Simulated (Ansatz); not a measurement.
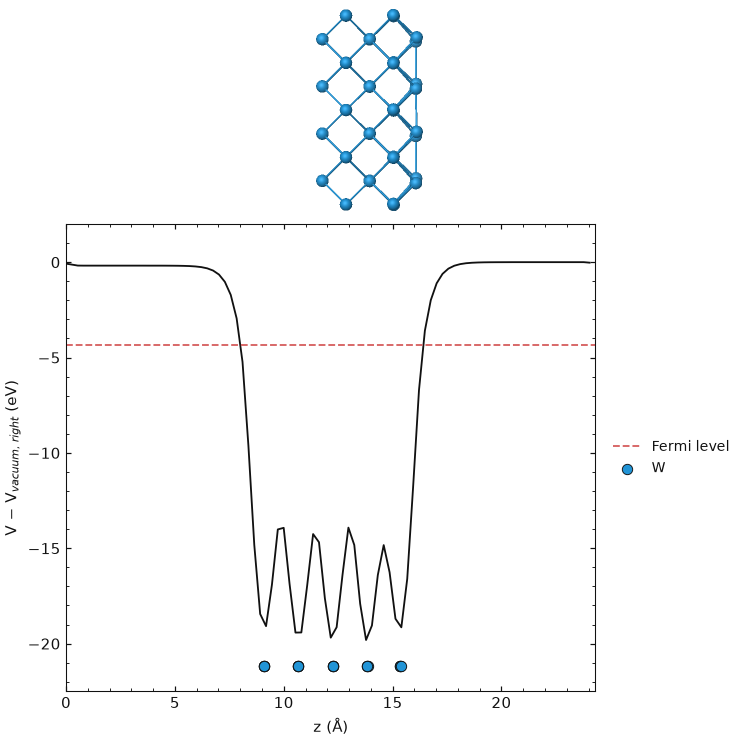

Plane-averaged electrostatic potential energy of an electron across the slab; circles at the bottom mark the heights of the atoms. The structure is drawn too. System: a (100) slab cut from W (Im-3m), 20 atoms in the cell, the slab at its places in the relaxed adsorbed structure. Method: DFT PBE+D3(BJ), scalar-relativistic, plane waves, PAW, no spin polarisation, 3×3×1 k mesh, 420 eV cutoff (Ansatz).

The work function is 4.34 eV at the right face and 4.15 eV at the left. The vacuum levels differ by 0.18 eV, so the slab carries a dipole along its normal. The outermost atoms are 6.3 Å apart, which leaves 18.0 Å of vacuum in a cell 24.3 Å high.

The atoms aren't at rest in this cell (largest force 1.4 eV/Å), so the relaxed material can differ. Spin-orbit coupling is left out, which matters for W.
